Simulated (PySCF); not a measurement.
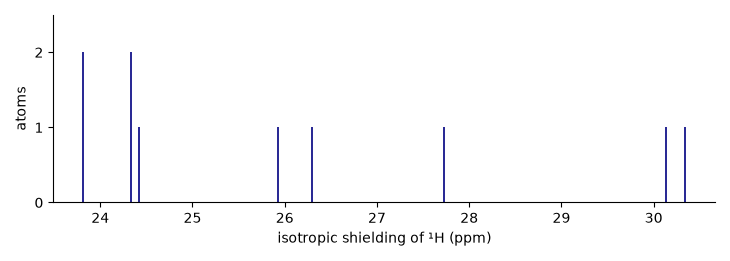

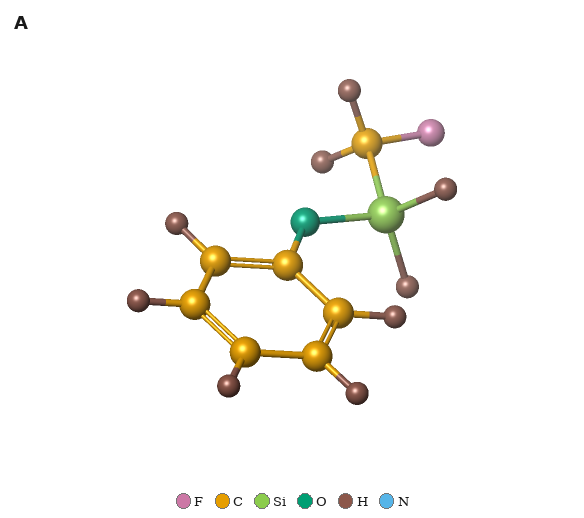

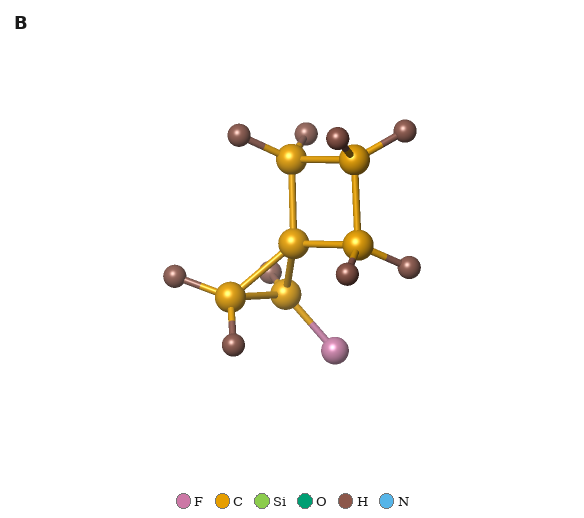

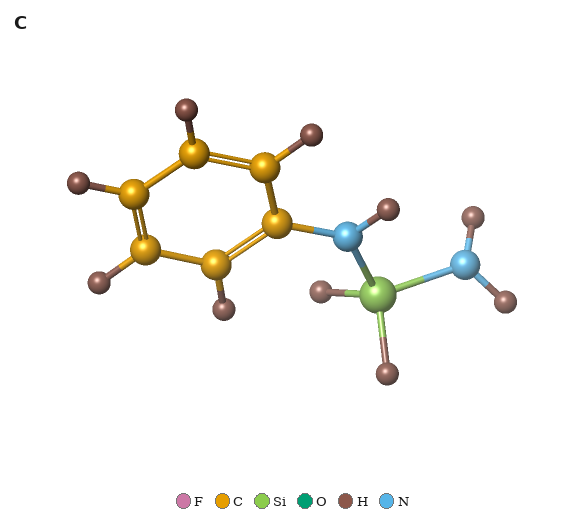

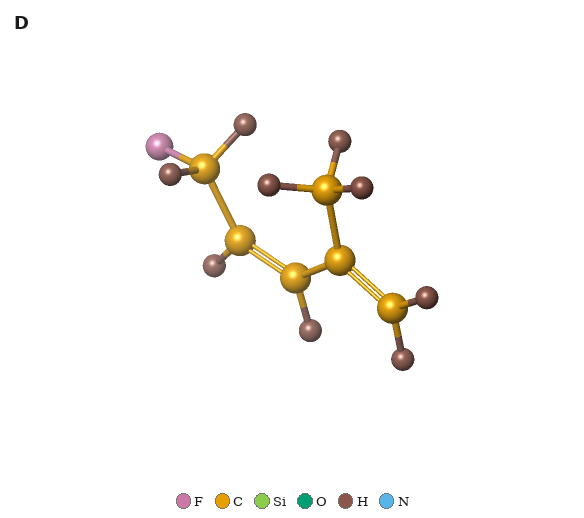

The sticks are computed shieldings of one of the molecules, for one fixed geometry (PBE0-D3(BJ)/def2-SVP) without averaging over rotations. Low shielding means a high chemical shift. Method: GIAO PBE0/pcSseg-1 NMR shielding, non-relativistic, IEF-PCM methanol (PySCF 2.14.0).

Match the spectrum to a structure.

C, `N[SiH2]Nc1ccccc1`. Its 10 H atoms give lines at 23.82 (2 atoms), 24.33 (2 atoms), 24.42, 25.93, 26.29, 27.73, 30.13, 30.34 ppm.
